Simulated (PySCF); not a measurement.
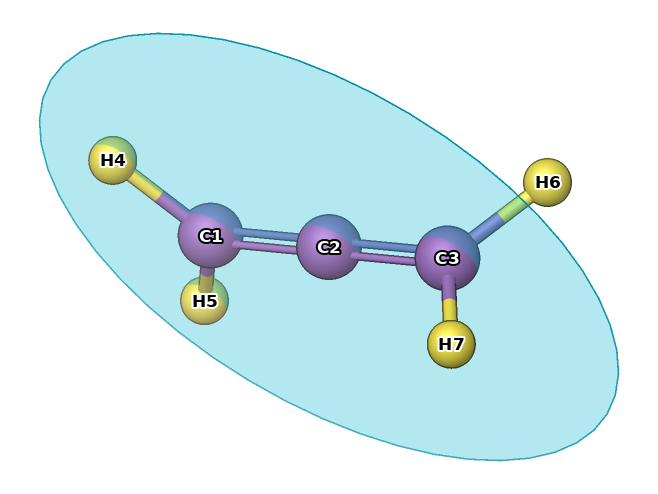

A disc through the centre of mass is drawn in. Distant atoms are faded towards the background colour. The computed structure is the end point of a GFN2-xTB optimisation. No frequency run is at hand to confirm it as a minimum.

> Is the plane of the disc a mirror plane of the structure?

Yes. The reflection leaves C1, C2, C3, H4, H5 in place and moves H6 ↔ H7. The point group is D2d.
